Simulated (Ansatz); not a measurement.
```
CELL_PARAMETERS angstrom
3.13316 3.13316 0.00000
-3.19646 3.19646 0.00000
0.00000 0.00000 3.16481
ATOMIC_POSITIONS crystal
Ru 0.00000 0.00000 0.00000
Ru 0.50000 0.50000 0.00000
Au 0.00000 0.50000 0.50000
Au 0.50000 0.00000 0.50000
```

Space group Cmmm; a generated structure, not necessarily the stable one.

Theory: Kohn-Sham DFT of a periodic cell, PBE, Ansatz PAW (Ansatz 0.2.0).

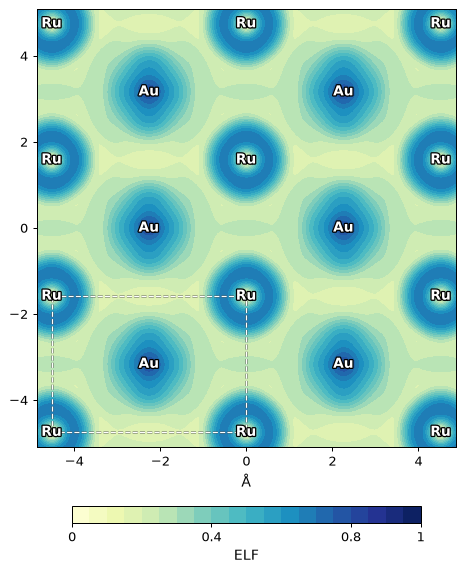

RuAu. ELF on the (100) plane of the conventional cell.

Question: Interpret the plot.

Answer: Atoms in the plane: Ru and Au. The features right at Ru and Au lie inside the PAW spheres, where the map follows smoothed inner orbitals and isn't to be read closely.
